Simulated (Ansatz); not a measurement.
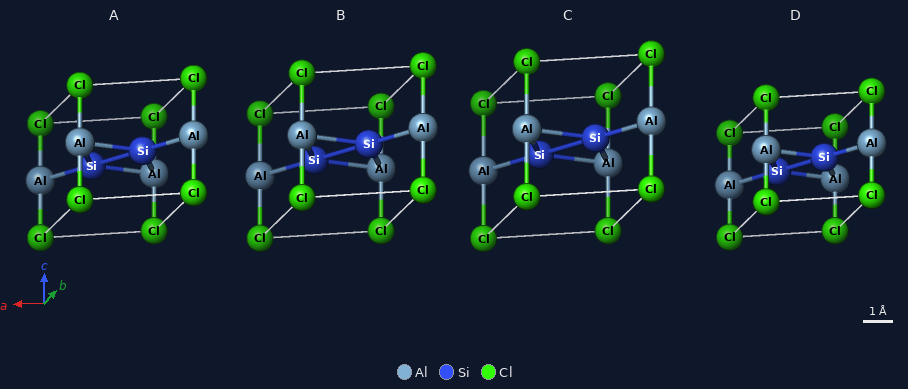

4 geometries from one relaxation of solid AlSi2Cl (a generated structure, set up in P6/mmm) (coarse preliminary run), in shuffled order. The picture is a ball-and-stick view of the cell of the calculation, seen from a free direction.

All numbers below come from DFT PBE, scalar-relativistic, plane waves, PAW (Ansatz). (plane-wave cutoff 420 eV; k-point mesh 6 × 6 × 4; occupations gaussian; smearing width 0.1 eV; no spin polarisation; cell and atoms relaxed; force threshold 0.04 eV/Å; at most 70 steps)

Question: Order the frames from highest to lowest energy.

Answer: D, A, B, C. They are steps 0, 2, 4, 10, at +1820 meV per atom, +539 meV per atom, +90.1 meV per atom relative to the last. The atoms keep their places relative to the cell (all moves are under 0.005 Å). The volume changes by +80.7 %, with a = b 3.803 → 4.489 Å (+18.0 %), c 3.943 → 5.115 Å (+29.7 %). Near-neighbour distances that change, for instance: Cl–Si 2.951 → 3.641 Å, Al–Cl 1.971 → 2.557 Å, Al–Si 2.196 → 2.592 Å, Si–Si 2.196 → 2.592 Å. The space group stays P6/mmm (No. 191). The energy falls by 1820 meV per atom in 8 accepted moves (10 points after the start). All forces vanish by symmetry, so only the cell relaxes. Pressure: 96.72 GPa at the start and 0.05 GPa at the end. At 2 points the geometry stayed and the basis and grid were re-selected for the new cell (energy shift of 27.3 meV per atom at most each time). Cost: 17 s on 1 thread of Arm Neoverse V2, with other jobs on the host, peak memory 0.34 GiB.

Limits of the set-up: the k-point mesh is coarse for a cell with partly filled bands.
